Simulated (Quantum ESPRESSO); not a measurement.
**Fixed-spin-moment curve of SrVO3**

Aim: the energy of SrVO3 as a function of the total spin moment of its primitive cell.

Calculated with Quantum ESPRESSO 7.5; PBE with U = 2.56 eV on V d (ortho-atomic projectors); plane waves with GBRV 1.5 PBE potentials, no spin-orbit coupling.

### 1. The structure

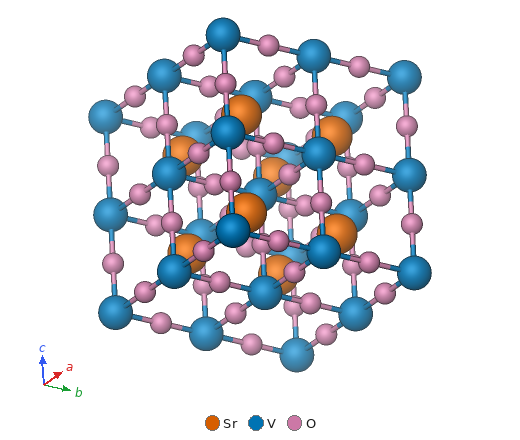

Start, viewed from a free direction; strontium orange, vanadium blue, oxygen pink. 2×2×2 cells are drawn. Some periodic images of atoms are drawn too.

Coordinates:

```cif
data_structure
_symmetry_space_group_name_H-M 'Pm-3m'
_symmetry_Int_Tables_number 221
_cell_length_a 3.8409
_cell_length_b 3.8409
_cell_length_c 3.8409
_cell_angle_alpha 90.000
_cell_angle_beta 90.000
_cell_angle_gamma 90.000
_cell_volume 56.66
loop_
_atom_site_label
_atom_site_type_symbol
_atom_site_symmetry_multiplicity
_atom_site_Wyckoff_symbol
_atom_site_fract_x
_atom_site_fract_y
_atom_site_fract_z
_atom_site_occupancy
Sr1 Sr 1 b 0.50000 0.50000 0.50000 1
V1 V 1 a 0.00000 0.00000 0.00000 1
O1 O 3 d 0.50000 0.00000 0.00000 1
```

The cell comes from the Crystallography Open Database.

The settings of this session are cheaper than careful work needs (see the inputs), so it shows what such settings give, not the properties of the crystal.

### 2. No moment imposed

The input, pw.in:

```
&CONTROL
  calculation = 'scf'
  prefix = 'pwscf'
  outdir = './tmp'
  pseudo_dir = './pseudo'
  disk_io = 'nowf'
  tprnfor = .true.
  tstress = .true.
/
&SYSTEM
  ibrav = 0
  celldm(1) = 8
  nat = 5
  ntyp = 3
  ecutwfc = 24
  ecutrho = 168
  nbnd = 31
  occupations = 'smearing'
  smearing = 'fd'
  degauss = 0.00734986
  nspin = 2
  starting_magnetization(1) = 0
  starting_magnetization(2) = 0.1538
  starting_magnetization(3) = 0
/
&ELECTRONS
  conv_thr = 1d-08
  electron_maxstep = 150
  mixing_beta = 0.3
  mixing_ndim = 4
/
ATOMIC_SPECIES
Sr     87.6200 sr_pbe_v1.uspp.F.UPF
V      50.9415 v_pbe_v1.4.uspp.F.UPF
O      15.9990 o_pbe_v1.2.uspp.F.UPF
CELL_PARAMETERS alat
   0.9072811340094    0.0000000000000    0.0000000000000
   0.0000000000000    0.9072811340094    0.0000000000000
   0.0000000000000    0.0000000000000    0.9072811340094
ATOMIC_POSITIONS crystal
Sr      0.5000000000    0.5000000000    0.5000000000
V       0.0000000000    0.0000000000    0.0000000000
O       0.5000000000    0.0000000000    0.0000000000
O       0.0000000000    0.5000000000    0.0000000000
O       0.0000000000    0.0000000000    0.5000000000
K_POINTS automatic
6 6 6 0 0 0
HUBBARD {ortho-atomic}
U V-3d 2.5600
```

Run with:

```bash
> OMP_NUM_THREADS=1 mpirun -n 2 pw.x -nk 2 -in pw.in > pw.out
```

The log of the run:

```text
Program PWSCF v.7.5 starts

     Message from routine setup:
     using ibrav=0 with symmetry is DISCOURAGED, use correct ibrav instead

     K-points division:     npool     =       2
     Subspace diagonalization in iterative solution of the eigenvalue problem:

     G-vector sticks info
     --------------------
     sticks:   dense  smooth     PW     G-vecs:    dense   smooth      PW
     Sum         697     405    137                13997     6043    1189

     Using Slab Decomposition

     bravais-lattice index     =            0
     lattice parameter (alat)  =       8.0000  a.u.
     unit-cell volume          =     382.3804 (a.u.)^3
     number of atoms/cell      =            5
     number of atomic types    =            3
     number of electrons       =        41.00
     number of Kohn-Sham states=           31
     kinetic-energy cutoff     =      24.0000  Ry
     charge density cutoff     =     168.0000  Ry
     scf convergence threshold =      1.0E-08
     mixing beta               =       0.3000
     number of iterations used =            4  plain     mixing
     Exchange-correlation= SLA  PW   PBE  PBE
                           (   1   4   3   4   0   0   0)
     Hubbard projectors: ortho-atomic
     Hubbard parameters of DFT+U (Dudarev formulation) in eV:
     U(V-3d) =  2.5600

     Internal variables: lda_plus_u =T, lda_plus_u_kind = 0

     Internal variables: orbital_resolved =F, hub_pot_fix =F, apply_U = F

     celldm(1)=   8.000000  celldm(2)=   0.000000  celldm(3)=   0.000000
     celldm(4)=   0.000000  celldm(5)=   0.000000  celldm(6)=   0.000000

     crystal axes: (cart. coord. in units of alat)
               a(1) = (   0.907281   0.000000   0.000000 )
               a(2) = (   0.000000   0.907281   0.000000 )
               a(3) = (   0.000000   0.000000   0.907281 )

     reciprocal axes: (cart. coord. in units 2 pi/alat)
               b(1) = (  1.102194  0.000000  0.000000 )
               b(2) = (  0.000000  1.102194  0.000000 )
               b(3) = (  0.000000  0.000000  1.102194 )

     PseudoPot. # 1 for Sr read from file:
     sr_pbe_v1.uspp.F.UPF
     Pseudo is Ultrasoft + core correction, Zval = 10.0
     Generated by new atomic code, or converted to UPF format
     Using radial grid of  883 points,  6 beta functions with:
                l(1) =   0
                l(2) =   0
                l(3) =   1
                l(4) =   1
                l(5) =   2
                l(6) =   2
     Q(r) pseudized with  6 coefficients,  rinner =    1.400   1.400   1.400
                                                       1.400   1.400

     PseudoPot. # 2 for V  read from file:
     v_pbe_v1.4.uspp.F.UPF
     Pseudo is Ultrasoft + core correction, Zval = 13.0
     Generated by new atomic code, or converted to UPF format
     Using radial grid of  853 points,  6 beta functions with:
                l(1) =   0
                l(2) =   0
                l(3) =   1
                l(4) =   1
                l(5) =   2
                l(6) =   2
     Q(r) pseudized with  8 coefficients,  rinner =    1.100   1.100   1.100
                                                       1.100   1.100

     PseudoPot. # 3 for O  read from file:
     o_pbe_v1.2.uspp.F.UPF
     Pseudo is Ultrasoft + core correction, Zval =  6.0
     Generated by new atomic code, or converted to UPF format
     Using radial grid of  737 points,  5 beta functions with:
                l(1) =   0
                l(2) =   0
                l(3) =   1
                l(4) =   1
                l(5) =   2
     Q(r) pseudized with  8 coefficients,  rinner =    0.900   0.900   0.900
                                                       0.900   0.900

     atomic species   valence    mass     pseudopotential
     Sr               10.00    87.62000     Sr( 1.00)
     V                13.00    50.94150     V ( 1.00)
     O                 6.00    15.99900     O ( 1.00)

     Starting magnetic structure
     atomic species   magnetization
     Sr              0.000
     V               0.154
     O               0.000

     48 Sym. Ops., with inversion, found

   Cartesian axes

     site n.     atom                  positions (alat units)
         1        Sr     tau(   1) = (   0.4536406   0.4536406   0.4536406  )
         2        V      tau(   2) = (   0.0000000   0.0000000   0.0000000  )
         3        O      tau(   3) = (   0.4536406   0.0000000   0.0000000  )
         4        O      tau(   4) = (   0.0000000   0.4536406   0.0000000  )
         5        O      tau(   5) = (   0.0000000   0.0000000   0.4536406  )

     number of k points=    20  Fermi-Dirac smearing, width (Ry)=  0.0073
                       cart. coord. in units 2pi/alat
        k(    1) = (   0.0000000   0.0000000   0.0000000), wk =   0.0046296
        k(    2) = (   0.0000000   0.0000000   0.1836990), wk =   0.0277778
        k(    3) = (   0.0000000   0.0000000   0.3673981), wk =   0.0277778
        k(    4) = (   0.0000000   0.0000000  -0.5510971), wk =   0.0138889
        k(    5) = (   0.0000000   0.1836990   0.1836990), wk =   0.0555556
        [... 15 further k-points ...]

     Dense  grid:    13997 G-vectors     FFT dimensions: (  30,  30,  30)

     Smooth grid:     6043 G-vectors     FFT dimensions: (  24,  24,  24)

     Check: negative core charge=   -0.000010
     Generating pointlists ...
     new r_m :   0.2646 (alat units)  2.1171 (a.u.) for type    1
     new r_m :   0.1871 (alat units)  1.4970 (a.u.) for type    2
     new r_m :   0.1871 (alat units)  1.4970 (a.u.) for type    3

     Initial potential from superposition of free atoms

     starting charge      40.9651, renormalised to      41.0000

     negative rho (up, down):  3.476E-02 3.433E-02

     STARTING HUBBARD OCCUPATIONS:

     =================== HUBBARD OCCUPATIONS ===================
     ------------------------ ATOM    2 ------------------------
     Tr[ns(  2)] (up, down, total) =   3.00000  0.00000  3.00000
     Atomic magnetic moment for atom   2 =   3.00000
     [... lines left out ...]
     Number of occupied Hubbard levels =    3.0000

     Atomic wfc used for Hubbard projectors are orthogonalized

     Starting wfcs are   35 randomized atomic wfcs

     Self-consistent Calculation

     iteration #  1     ecut=    24.00 Ry     beta= 0.30
     Davidson diagonalization with overlap
     ethr =  1.00E-02,  avg # of iterations =  2.1

     =================== HUBBARD OCCUPATIONS ===================
     ------------------------ ATOM    2 ------------------------
     Tr[ns(  2)] (up, down, total) =   1.68656  0.52889  2.21545
     Atomic magnetic moment for atom   2 =   1.15767
     [... lines left out ...]
     Number of occupied Hubbard levels =    2.2154

     negative rho (up, down):  3.515E-02 3.528E-02

     total energy              =    -311.78277883 Ry
     estimated scf accuracy    <       1.89216789 Ry

     total magnetization       =     1.00 Bohr mag/cell
     absolute magnetization    =     1.29 Bohr mag/cell

     iteration #  2     ecut=    24.00 Ry     beta= 0.30
     Davidson diagonalization with overlap
     ethr =  4.62E-03,  avg # of iterations =  2.0

     negative rho (up, down):  3.517E-02 3.579E-02

     total energy              =    -312.11229228 Ry
     estimated scf accuracy    <       0.23694981 Ry

     total magnetization       =     1.00 Bohr mag/cell
     absolute magnetization    =     1.59 Bohr mag/cell

     iteration #  3     ecut=    24.00 Ry     beta= 0.30
     Davidson diagonalization with overlap
     ethr =  5.78E-04,  avg # of iterations =  1.5

     negative rho (up, down):  3.557E-02 3.675E-02

     total energy              =    -312.14191040 Ry
     estimated scf accuracy    <       0.05388462 Ry

     total magnetization       =     1.00 Bohr mag/cell
     absolute magnetization    =     1.40 Bohr mag/cell

     [... further iterations left out ...]

     iteration #  9     ecut=    24.00 Ry     beta= 0.30
     Davidson diagonalization with overlap
     ethr =  8.66E-09,  avg # of iterations =  2.0

     negative rho (up, down):  3.616E-02 3.803E-02

     total energy              =    -312.15182540 Ry
     estimated scf accuracy    <       0.00000037 Ry

     total magnetization       =     1.00 Bohr mag/cell
     absolute magnetization    =     1.40 Bohr mag/cell

     iteration # 10     ecut=    24.00 Ry     beta= 0.30
     Davidson diagonalization with overlap
     ethr =  9.02E-10,  avg # of iterations =  2.0

     negative rho (up, down):  3.616E-02 3.803E-02

     total energy              =    -312.15182785 Ry
     estimated scf accuracy    <       0.00000011 Ry

     total magnetization       =     1.00 Bohr mag/cell
     absolute magnetization    =     1.40 Bohr mag/cell

     iteration # 11     ecut=    24.00 Ry     beta= 0.30
     Davidson diagonalization with overlap
     ethr =  2.69E-10,  avg # of iterations =  1.5

     negative rho (up, down):  3.616E-02 3.803E-02

     total energy              =    -312.15182902 Ry
     estimated scf accuracy    <       0.00000003 Ry

     total magnetization       =     1.00 Bohr mag/cell
     absolute magnetization    =     1.40 Bohr mag/cell

     iteration # 12     ecut=    24.00 Ry     beta= 0.30
     Davidson diagonalization with overlap
     ethr =  7.19E-11,  avg # of iterations =  2.0

     negative rho (up, down):  3.616E-02 3.803E-02

     Magnetic moment per site  (integrated on atomic sphere of radius R)
     atom   1 (R=0.265)  charge=  7.5523  magn= -0.0002
     atom   2 (R=0.187)  charge=  9.5410  magn=  0.9019
     atom   3 (R=0.187)  charge=  5.3556  magn= -0.0589
     atom   4 (R=0.187)  charge=  5.3556  magn= -0.0589
     atom   5 (R=0.187)  charge=  5.3556  magn= -0.0589

     End of self-consistent calculation

     =================== HUBBARD OCCUPATIONS ===================
     ------------------------ ATOM    2 ------------------------
     Tr[ns(  2)] (up, down, total) =   2.25432  1.03887  3.29319
     Atomic magnetic moment for atom   2 =   1.21545
     [... lines left out ...]
     Number of occupied Hubbard levels =    3.2932

     [... lines left out ...]
     the Fermi energy is    12.3466 ev

!    total energy              =    -312.15183017 Ry
     estimated scf accuracy    <          1.7E-09 Ry
     smearing contrib. (-TS)   =      -0.00439637 Ry
     internal energy E=F+TS    =    -312.14743380 Ry

     The total energy is F=E-TS. E is the sum of the following terms:
     one-electron contribution =     -94.42511691 Ry
     hartree contribution      =      70.54520520 Ry
     xc contribution           =     -59.94268505 Ry
     ewald contribution        =    -228.51147797 Ry
     Hubbard energy            =       0.18664094 Ry

     total magnetization       =     1.00 Bohr mag/cell
     absolute magnetization    =     1.40 Bohr mag/cell

     convergence has been achieved in  12 iterations

     negative rho (up, down):  3.616E-02 3.803E-02

     Forces acting on atoms (cartesian axes, Ry/au):

     atom    1 type  1   force =     0.00000000    0.00000000    0.00000000
     atom    2 type  2   force =     0.00000000    0.00000000    0.00000000
     atom    3 type  3   force =     0.00000000    0.00000000    0.00000000
     atom    4 type  3   force =     0.00000000    0.00000000    0.00000000
     atom    5 type  3   force =     0.00000000    0.00000000    0.00000000

     Total force =     0.000000     Total SCF correction =     0.000000

     Computing stress (Cartesian axis) and pressure

     negative rho (up, down):  3.616E-02 3.803E-02
          total   stress  (Ry/bohr**3)                   (kbar)     P=     -635.72
  -0.00432157   0.00000000   0.00000000         -635.72        0.00        0.00
   0.00000000  -0.00432157   0.00000000            0.00     -635.72        0.00
   0.00000000   0.00000000  -0.00432157            0.00        0.00     -635.72

=------------------------------------------------------------------------------=
   JOB DONE.
=------------------------------------------------------------------------------=
```

Elapsed: 27 s, on 2 MPI ranks of Intel Xeon Platinum 8175M at 2.50GHz (Skylake/Cascade Lake), shared host; peak memory 0.19 GiB; 52 s of CPU time.

Spin moment in the atom's sphere by atom:

```csv
atom,spin moment in the atom's sphere (μB)
Sr1,0.000
V2,0.902
O3,-0.059
O4,-0.059
O5,-0.059
```

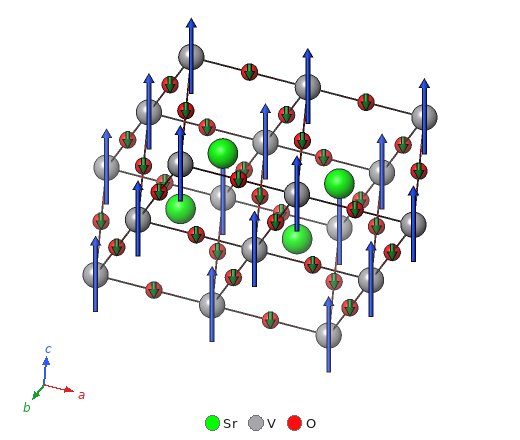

Spin moment in the atom's sphere as arrows, the longest 0.902 μB. Up and down stand for the sign. Arrows give size and sign along the axis of quantisation, drawn up and down the page. Each arrow also spans its atom, so small moments look longer than they are. The two directions have two colours. 2×2×1 cells are drawn. Some periodic images of atoms are drawn too.

Read from the output:

```yaml
smearing_term_ts: 0.05982 eV
pressure: -63.57 GPa
magnetization: 1 μB
absolute_magnetization: 1.403 μB
final_state: ferromagnetic
```

### 3. Moment fixed at 0 μB

The two spin channels are filled to separate Fermi energies, so that the total moment meets the target. Half of the up one less the down one is the slope dE/dM.

pw.in: that of step 2 with these lines changed.

```diff
@@ -16,3 +16,3 @@
   ecutrho = 168
-  nbnd = 31
+  nbnd = 30
   occupations = 'smearing'
@@ -22,4 +22,5 @@
   starting_magnetization(1) = 0
-  starting_magnetization(2) = 0.1538
+  starting_magnetization(2) = 0.0077
   starting_magnetization(3) = 0
+  tot_magnetization = 0
 /
```

The log of the run:

```text
     [... lines left out ...]
Program PWSCF v.7.5 starts
     [... lines left out ...]
     number of atoms/cell      =            5
     [... lines left out ...]
     number of electrons       =        41.00 (up:  20.50, down:  20.50)
     number of Kohn-Sham states=           30
     kinetic-energy cutoff     =      24.0000  Ry
     charge density cutoff     =     168.0000  Ry
     scf convergence threshold =      1.0E-08
     [... lines left out ...]
     48 Sym. Ops., with inversion, found
     [... lines left out ...]
     number of k points=    20  Fermi-Dirac smearing, width (Ry)=  0.0073
     [... lines left out ...]
     iteration # 12     ecut=    24.00 Ry     beta= 0.30
     [... lines left out ...]
     Magnetic moment per site  (integrated on atomic sphere of radius R)
     atom   1 (R=0.265)  charge=  7.5521  magn=  0.0000
     atom   2 (R=0.187)  charge=  9.5353  magn=  0.0000
     atom   3 (R=0.187)  charge=  5.3507  magn= -0.0000
     atom   4 (R=0.187)  charge=  5.3507  magn= -0.0000
     atom   5 (R=0.187)  charge=  5.3507  magn= -0.0000
     [... lines left out ...]
     Tr[ns(  2)] (up, down, total) =   1.66747  1.66745  3.33492
     [... lines left out ...]
     the spin up/dw Fermi energies are    12.6195   12.6196 ev
!    total energy              =    -312.13787864 Ry
     estimated scf accuracy    <          1.4E-09 Ry
     smearing contrib. (-TS)   =      -0.00478007 Ry
     [... lines left out ...]
     total magnetization       =     0.00 Bohr mag/cell
     absolute magnetization    =     0.00 Bohr mag/cell
     convergence has been achieved in  12 iterations
     [... lines left out ...]
     Total force =     0.000000     Total SCF correction =     0.000000
     [... lines left out ...]
          total   stress  (Ry/bohr**3)                   (kbar)     P=     -659.84
     [... lines left out ...]
```

Run time: 26 s. Hardware: 2 MPI ranks; peak memory 0.19 GiB; 52 s of CPU time.

This step gave:

```
magnetization                                 : 0 μB
absolute magnetization                        : 0 μB
half the difference of the two Fermi energies : 0 meV
largest moment                                : 0 μB
```

### 4. Moment fixed at 0.16 μB

pw.in: that of step 3 with these lines changed.

```diff
@@ -22,5 +22,5 @@
   starting_magnetization(1) = 0
-  starting_magnetization(2) = 0.0077
+  starting_magnetization(2) = 0.0123
   starting_magnetization(3) = 0
-  tot_magnetization = 0
+  tot_magnetization = 0.16
 /
```

The log of the run:

```text
     [... lines left out ...]
Program PWSCF v.7.5 starts
     [... lines left out ...]
     number of atoms/cell      =            5
     [... lines left out ...]
     number of electrons       =        41.00 (up:  20.58, down:  20.42)
     number of Kohn-Sham states=           30
     kinetic-energy cutoff     =      24.0000  Ry
     charge density cutoff     =     168.0000  Ry
     scf convergence threshold =      1.0E-08
     [... lines left out ...]
     48 Sym. Ops., with inversion, found
     [... lines left out ...]
     number of k points=    20  Fermi-Dirac smearing, width (Ry)=  0.0073
     [... lines left out ...]
     iteration # 11     ecut=    24.00 Ry     beta= 0.30
     [... lines left out ...]
     Magnetic moment per site  (integrated on atomic sphere of radius R)
     atom   1 (R=0.265)  charge=  7.5521  magn= -0.0002
     atom   2 (R=0.187)  charge=  9.5354  magn=  0.1475
     atom   3 (R=0.187)  charge=  5.3508  magn= -0.0108
     atom   4 (R=0.187)  charge=  5.3508  magn= -0.0108
     atom   5 (R=0.187)  charge=  5.3508  magn= -0.0108
     [... lines left out ...]
     Tr[ns(  2)] (up, down, total) =   1.76705  1.56703  3.33408
     [... lines left out ...]
     the spin up/dw Fermi energies are    12.5399   12.7063 ev
!    total energy              =    -312.13836969 Ry
     estimated scf accuracy    <          6.2E-09 Ry
     smearing contrib. (-TS)   =      -0.00465985 Ry
     [... lines left out ...]
     total magnetization       =     0.16 Bohr mag/cell
     absolute magnetization    =     0.23 Bohr mag/cell
     convergence has been achieved in  11 iterations
     [... lines left out ...]
     Total force =     0.000000     Total SCF correction =     0.000000
     [... lines left out ...]
          total   stress  (Ry/bohr**3)                   (kbar)     P=     -659.40
     [... lines left out ...]
```

Wall time 24 s (2 MPI ranks); peak memory 0.19 GiB.

Spin moment in the atom's sphere by atom:

```csv
atom,spin moment in the atom's sphere (μB)
Sr1,0.000
V2,0.147
O3,-0.011
O4,-0.011
O5,-0.011
```

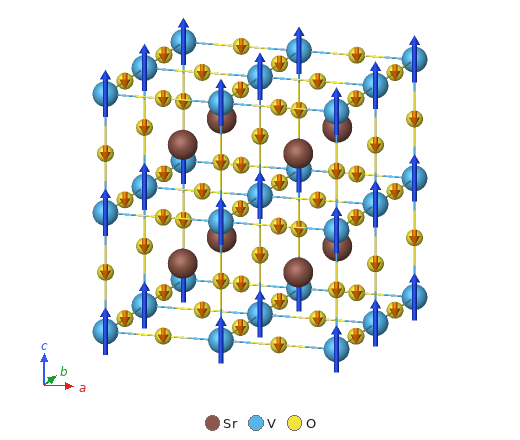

Spin moment in the atom's sphere as arrows, the longest 0.147 μB. Up and down stand for the sign. Arrows give size and sign along the axis of quantisation, drawn up and down the page. Each arrow also spans its atom, so small moments look longer than they are. The two directions have two colours. 2×2×2 cells are drawn. Some periodic images of atoms are drawn too.

This step gave:

```yaml
magnetization: 0.16 μB
absolute_magnetization: 0.234 μB
half_the_difference_of_the_two_fermi_energies: -83.2 meV
```

(Part 1 of 2 ends here.)

[Logs and program files are shortened in this print: banners, set-up blocks, solver, clock and traceback lines can be left out without a mark of their own.]

[Logs are printed without paths, hosts, clocks, repeated set-up lines and the standing remarks that a program may print on its own settings, such as how far it seeks lower states.]

[Hosts, paths, dates, database ids (printed as entryN), source tags and the programs' standing remarks are cut or masked in the printed files.]

[Where a cell is said to come from a database of computed structures, the database is the Materials Project.]
